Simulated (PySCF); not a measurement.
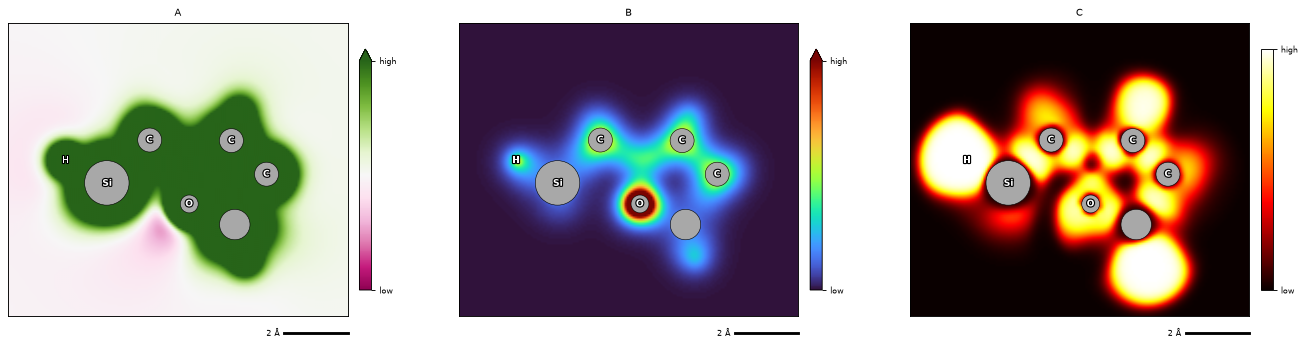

C4H12OSi2 (SMILES [SiH3]C[C@H]1CC[SiH2]O1): 3 fields on the plane of atoms C2, Si1 and H8, with unlabelled colour scales. Grey discs cover the atomic cores.

Geometry: GFN2-xTB.

Theory: PySCF, PBE0/pcSseg-1, SCF density, gas phase, non-relativistic.

Q: Which field does each panel show? The fields are: electron density, electron localisation function and electrostatic potential.

A: Panel A: electrostatic potential (strongly positive close to the atoms, with negative regions outside electron-rich atoms). Panel B: electron density. Panel C: electron localisation function. From the grid: C–C (1.53 Å): ρ is about 1.6 e/Å³ halfway; the ELF peaks at about 0.95 between the atoms (a shared electron pair). C–Si (1.91 Å): ρ at the midpoint is about 0.91 e/Å³; the ELF peaks at about 0.95 between the atoms: a shared electron pair.
